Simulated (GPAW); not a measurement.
# Work function of Ga2STe monolayer at several levels, part 2 of 2

How far do functional and basis move the work function of Ga2STe monolayer? Where a layer proves gapped, the work function hangs on where the smearing puts the Fermi level, and the band edges take its place.

GPAW 26.7.0; GPAW, PAW setups; layer in a repeated cell with vacuum, relaxation of atoms and in-plane cell (the session's first sound run).

So far, upper work function (eV): step 3 (the slab's potential, PBE, GPAW) 5.08; step 4 (RPBE) 4.96; step 5 (revPBE) 4.96; step 6 (GPAW, PAW setups) 5.29.

## 7. Self-consistent run: xc = "vdW-DF2"

Level of this step: GPAW, PAW setups; slab in vacuum (GPAW).

The same geometry under vdW-DF2, to see how far the functional moves the levels against the vacuum (the van der Waals functionals take revPBE setups).

run.py

```python
import json
import numpy as np
from ase import Atoms
from gpaw import GPAW, PW

slab = Atoms(
    ['Te', 'Ga', 'Ga', 'S'],
    positions=[
        [-0.00000, 2.25149, 8.00000],
        [0.00000, -0.00000, 9.37638],
        [0.00000, 0.00000, 11.85089],
        [-0.00000, 2.25149, 12.81958]],
    cell=[[3.8997, -0.0, 0.0], [-1.94985, 3.37723, 0.0], [0.0, 0.0, 20.8196]],
    pbc=[True, True, False])

slab.calc = GPAW(mode=PW(400), xc='vdW-DF2', kpts={'size': (9, 9, 1), 'gamma': True},
                 occupations={'name': 'fermi-dirac', 'width': 0.05}, nbands='200%',
                 convergence={'density': 1e-05}, maxiter=200,
                 poissonsolver={'dipolelayer': 'xy'},
                 symmetry={'tolerance': 1e-3}, txt='slab.txt')
result = {}
energy = slab.get_potential_energy()
fermi = slab.calc.get_fermi_level()
v = slab.calc.get_electrostatic_potential().mean((0, 1)) - fermi
n = slab.calc.get_pseudo_density().mean((0, 1))
L = slab.cell[2, 2]
z = np.arange(len(v)) * L / len(v)
low, high = slab.positions[:, 2].min(), slab.positions[:, 2].max()
below, above = np.interp([low - 5.8, high + 5.8], z, v)
slopes = [np.interp(x, z, np.gradient(v, z)) for x in (low - 5.8, high + 5.8)]
eps = np.array([[slab.calc.get_eigenvalues(k, s) for k in range(len(slab.calc.get_ibz_k_points()))]
                for s in range(slab.calc.get_number_of_spins())]) - fermi
top, bottom = eps[eps < 0].max(), eps[eps > 0].min()
dipole = slab.get_dipole_moment()[2]
print(f'energy {energy:.4f} eV, Fermi level {fermi:.4f} eV, dipole {dipole:.5f} e A')
print(f'potential 5.8 A off the faces, from the Fermi level: lower {below:.4f} eV, upper {above:.4f} eV')
print(f'slope of the potential there: lower {slopes[0]:.5f}, upper {slopes[1]:.5f} eV/A')
print(f'nearest levels on the mesh: {top:.4f} and {bottom:.4f} eV')
print('magnetic moment', round(slab.get_magnetic_moment(), 3))
result.update(energy=energy, fermi=fermi, dipole=dipole, below=below, above=above, slopes=slopes, edges=[top, bottom],
              z=z.tolist(), v=v.tolist(), n=n.tolist(), positions=slab.positions.tolist(),
              forces=slab.get_forces(apply_constraint=False).tolist(), moments=slab.get_magnetic_moments().tolist())
json.dump(result, open('result.json', 'w'))
```

The run is started by

```
$ OMP_NUM_THREADS=1 OPENBLAS_NUM_THREADS=1 python run.py
```

Log:

```text
energy -265.8416 eV, Fermi level -1.3992 eV, dipole -0.05258 e A
potential 5.8 A off the faces, from the Fermi level: lower 4.7799 eV, upper 5.4941 eV
slope of the potential there: lower 0.00001, upper -0.00008 eV/A
nearest levels on the mesh: -0.4524 and 0.4168 eV
magnetic moment 0.0
```

It took 36 s on 1 thread of Arm Neoverse V1, shared host; peak memory 0.37 GiB.

Numbers from this step:

```
dipole along the normal                    : -0.05258 e·Å
levels nearest the Fermi level on the mesh : -0.4524, 0.4168 eV from the Fermi level
upper work function                        : 5.494 eV
lower work function                        : 4.780 eV
upper ionisation energy                    : 5.947 eV
```

Electrostatic potential energy of an electron (without an applied field's), less the Fermi level, planar mean against z:

| z (Å) | electrostatic potential energy of an electron (without an applied field's), less the Fermi level, planar mean (eV) |
| --- | --- |
| 0 | 5.14 |
| 2 | 4.78 |
| 4 | 4.78 |
| 6 | 4.52 |
| 8 | -16.9 |
| 10 | -1.39 |
| 12 | -9.41 |
| 14 | 4.39 |
| 16 | 5.49 |
| 18 | 5.49 |
| 20 | 5.49 |

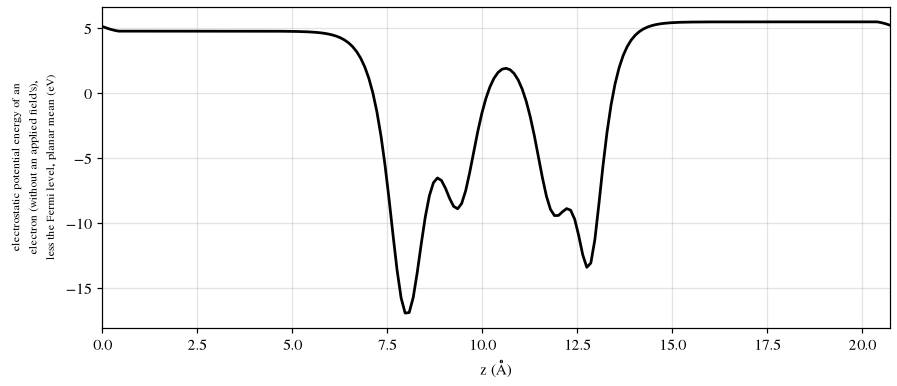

Electrostatic potential energy of an electron (without an applied field's), less the Fermi level, planar mean against z.

The highest filled level lies 0.452 eV under the Fermi level, so the ionisation energy from the upper face is 5.494 + 0.452 = 5.947 eV, against 5.570 eV in the base run.

## 8. Self-consistent run: xc = "LDA"

The same geometry under LDA, to see how far the functional moves the levels against the vacuum.

Edit run.py of step 7 so:

```diff
@@ -15,3 +15,3 @@
 
-slab.calc = GPAW(mode=PW(400), xc='vdW-DF2', kpts={'size': (9, 9, 1), 'gamma': True},
+slab.calc = GPAW(mode=PW(400), xc='LDA', kpts={'size': (9, 9, 1), 'gamma': True},
                  occupations={'name': 'fermi-dirac', 'width': 0.05}, nbands='200%',
```

Log:

```text
energy -17.1293 eV, Fermi level -1.4670 eV, dipole -0.04601 e A
potential 5.8 A off the faces, from the Fermi level: lower 4.7409 eV, upper 5.3648 eV
slope of the potential there: lower 0.00009, upper -0.00010 eV/A
nearest levels on the mesh: -0.4187 and 0.3832 eV
magnetic moment 0.0
```

Wall time 24 s (1 thread); peak memory 0.2 GiB.

Numbers from this step:

* dipole along the normal: -0.04601 e·Å
* levels nearest the Fermi level on the mesh: -0.4187, 0.3832 eV from the Fermi level
* upper work function: 5.365 eV
* lower work function: 4.741 eV
* upper ionisation energy: 5.783 eV

The highest filled level lies 0.419 eV under the Fermi level, so the ionisation energy from the upper face is 5.365 + 0.419 = 5.783 eV, against 5.570 eV in the base run.

## 9. Real-space grid: mode = "fd"

A real-space grid is a second complete basis, so it checks the plane-wave result.

Edit run.py of step 8 so:

```diff
@@ -3,3 +3,3 @@
 from ase import Atoms
-from gpaw import GPAW, PW
+from gpaw import GPAW
 
@@ -15,3 +15,3 @@
 
-slab.calc = GPAW(mode=PW(400), xc='LDA', kpts={'size': (9, 9, 1), 'gamma': True},
+slab.calc = GPAW(mode='fd', h=0.18, xc='PBE', kpts={'size': (9, 9, 1), 'gamma': True},
                  occupations={'name': 'fermi-dirac', 'width': 0.05}, nbands='200%',
```

Log:

```text
energy -14.8547 eV, Fermi level -4.7586 eV, dipole -0.04691 e A
potential 5.8 A off the faces, from the Fermi level: lower 4.4363 eV, upper 5.0808 eV
slope of the potential there: lower -0.00002, upper 0.00001 eV/A
nearest levels on the mesh: -0.4896 and 0.4543 eV
magnetic moment 0.0
```

Elapsed: 78 s, on 1 thread; peak memory 0.47 GiB.

Numbers from this step:

```
dipole along the normal                    : -0.04691 e·Å
levels nearest the Fermi level on the mesh : -0.4896, 0.4543 eV from the Fermi level
upper work function                        : 5.081 eV
lower work function                        : 4.436 eV
upper ionisation energy                    : 5.570 eV
```

The highest filled level lies 0.490 eV under the Fermi level, so the ionisation energy from the upper face is 5.081 + 0.490 = 5.570 eV, against 5.570 eV in the base run.

## 10. Atomic orbitals: mode = "lcao"

Atom-centred orbitals end a few angstrom from the surface, which tests how much the density's tail matters.

Edit run.py of step 9 so:

```diff
@@ -15,4 +15,4 @@
 
-slab.calc = GPAW(mode='fd', h=0.18, xc='PBE', kpts={'size': (9, 9, 1), 'gamma': True},
-                 occupations={'name': 'fermi-dirac', 'width': 0.05}, nbands='200%',
+slab.calc = GPAW(mode='lcao', basis='dzp', h=0.18, xc='PBE', kpts={'size': (9, 9, 1), 'gamma': True},
+                 occupations={'name': 'fermi-dirac', 'width': 0.05}, nbands='120%',
                  convergence={'density': 1e-05}, maxiter=200,
```

Log:

```text
energy -14.0905 eV, Fermi level -4.6110 eV, dipole -0.05931 e A
potential 5.8 A off the faces, from the Fermi level: lower 4.2035 eV, upper 5.0184 eV
slope of the potential there: lower 0.00000, upper 0.00000 eV/A
nearest levels on the mesh: -0.5346 and 0.4992 eV
magnetic moment 0.0
```

Elapsed: 67 s, on 1 thread; peak memory 0.32 GiB.

Numbers from this step:

```
dipole along the normal                    : -0.05931 e·Å
levels nearest the Fermi level on the mesh : -0.5346, 0.4992 eV from the Fermi level
upper work function                        : 5.018 eV
lower work function                        : 4.204 eV
upper ionisation energy                    : 5.553 eV
```

The electrostatic potential energy of an electron (without an applied field's), less the Fermi level, planar mean by z:

| z (Å) | electrostatic potential energy of an electron (without an applied field's), less the Fermi level, planar mean (eV) |
| --- | --- |
| 0 | 4.61 |
| 2 | 4.20 |
| 4 | 4.20 |
| 6 | 4.10 |
| 8 | -17.1 |
| 10 | -1.28 |
| 12 | -9.59 |
| 14 | 4.14 |
| 16 | 5.02 |
| 18 | 5.02 |
| 20 | 5.02 |

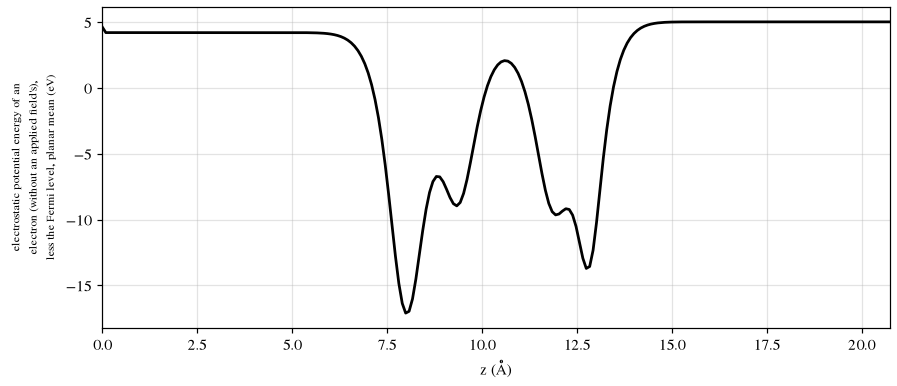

Electrostatic potential energy of an electron (without an applied field's), less the Fermi level, planar mean, plotted against z.

The highest filled level lies 0.535 eV under the Fermi level, so the ionisation energy from the upper face is 5.018 + 0.535 = 5.553 eV, against 5.570 eV in the base run.

## 11. The ladder

Times are for 1 thread of Arm Neoverse V1, shared host. The series side by side:

| no. | run | upper ionisation energy (eV) | time | memory (GiB) |
| --- | --- | --- | --- | --- |
| 1 | pw | 5.570 | 27 s | 0.2 |
| 2 | RPBE | 5.496 | 27 s | 0.2 |
| 3 | revPBE | 5.488 | 27 s | 0.2 |
| 4 | optPBE vdW | 5.791 | 36 s | 0.37 |
| 5 | vdW DF2 | 5.947 | 36 s | 0.37 |
| 6 | LDA | 5.783 | 24 s | 0.2 |
| 7 | fd | 5.570 | 78 s | 0.47 |
| 8 | lcao | 5.553 | 67 s | 0.32 |

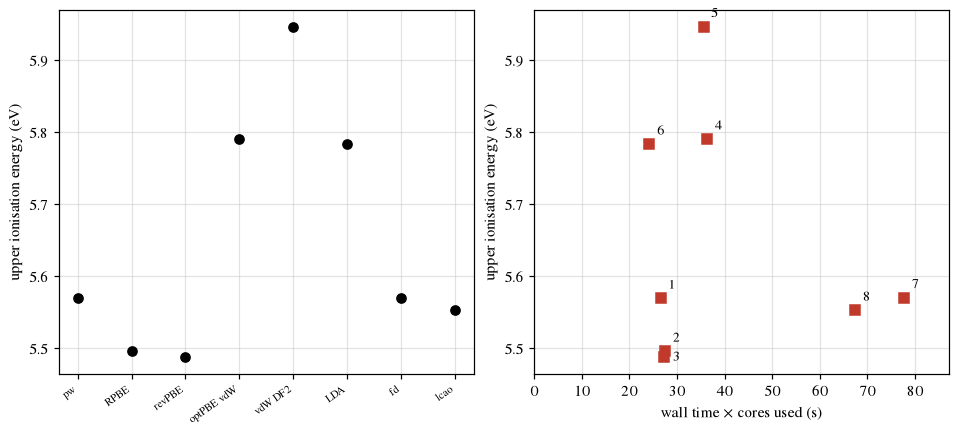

The series as plots; the last panel sets the first result against cost, with the runs numbered as in the table.

## 12. Side by side

Results and costs are gathered.

This step: comparison of work functions, dipole and cost (GPAW 26.7.0).

Ladder, by row:

| step | code | work function, upper (eV) | work function, lower (eV) | dipole (e Å) | wall time (s) | peak memory (GiB) | threads |
| --- | --- | --- | --- | --- | --- | --- | --- |
| pw | GPAW | 5.08 | 4.433 | -0.04767 | 26.62 | 0.2 | 1 |
| RPBE | GPAW | 4.962 | 4.309 | -0.04813 | 27.47 | 0.2 | 1 |
| revPBE | GPAW | 4.963 | 4.315 | -0.04773 | 27.19 | 0.2 | 1 |
| optPBE-vdW | GPAW | 5.289 | 4.631 | -0.04852 | 36.24 | 0.37 | 1 |
| vdW-DF2 | GPAW | 5.494 | 4.78 | -0.05258 | 35.59 | 0.37 | 1 |
| LDA | GPAW | 5.365 | 4.741 | -0.04601 | 24.18 | 0.2 | 1 |
| fd | GPAW | 5.081 | 4.436 | -0.04691 | 77.79 | 0.47 | 1 |
| lcao | GPAW | 5.018 | 4.204 | -0.05931 | 67.47 | 0.32 | 1 |

## 13. Summary of results

| Item | Value |
| --- | --- |
| work function, upper and lower face (Fermi level placed in the gap by the smearing) | 5.080 and 4.433 eV |
| ionisation energy from the upper face (highest filled level on the mesh) | 5.57 eV |
| electron affinity from the upper face (lowest empty Kohn-Sham level on the mesh) | 4.62 eV |
| dipole along the normal | -0.0477 e Å |

What this shows: With plane waves and PBE the ionisation energy from the upper face is 5.57 eV and the Kohn-Sham electron affinity 4.62 eV. The two faces differ by 0.65 eV, the step that the slab's dipole makes (e p/(ε0 A) gives 0.65 eV), so the dipole layer is needed. The levels nearest the Fermi level on the mesh lie 0.945 eV apart, so the slab is gapped there: the smearing puts the Fermi level inside the gap, and from either face the ionisation energy is the work function plus 0.49 eV. Both are Kohn-Sham levels on the mesh, and semilocal gaps are too small, so the affinity tends to come out too large and the ionisation energy too small. Work functions of a gapped slab move with the place of the Fermi level in the gap; over the runs without a planted fault the highest filled level on the mesh lies 5.49 (revPBE) to 5.95 eV (vdW-DF2) under the upper vacuum level. With elements this heavy, spin-orbit coupling can move band edges by tenths of an eV. The relaxation of atoms and cell ran in a fully periodic cell without the dipole layer, so the atoms of this polar layer felt a small spurious field. The layer's cell and atoms come from the relaxation; spin-orbit coupling and temperature are left out.

[Logs are printed without paths, hosts, clocks, repeated set-up lines and the standing remarks that a program may print on its own settings, such as how far it seeks lower states.]

[Hosts, paths, dates, database ids (printed as entryN), source tags and the programs' standing remarks are cut or masked in the printed files.]
